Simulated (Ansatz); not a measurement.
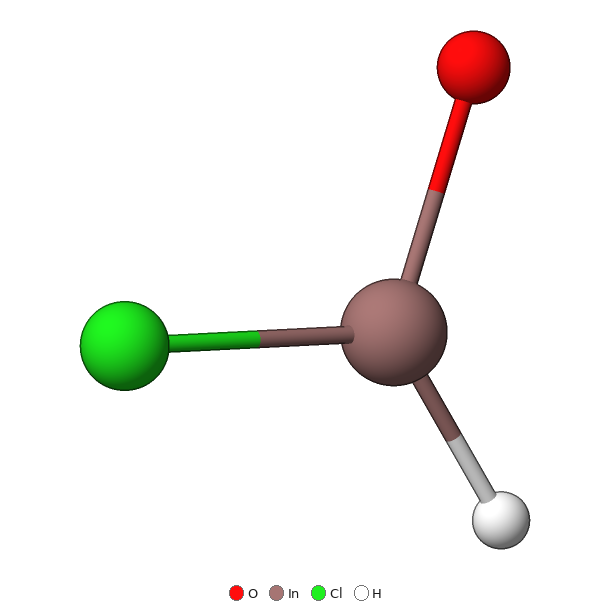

The species is neutral and a spin doublet. The geometry was computed by an optimisation with PBE0-D4/def2-TZVP.

Draw it as a skeletal formula.

SMILES: [O][InH][Cl]

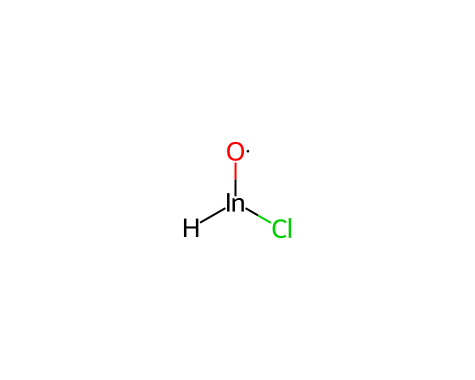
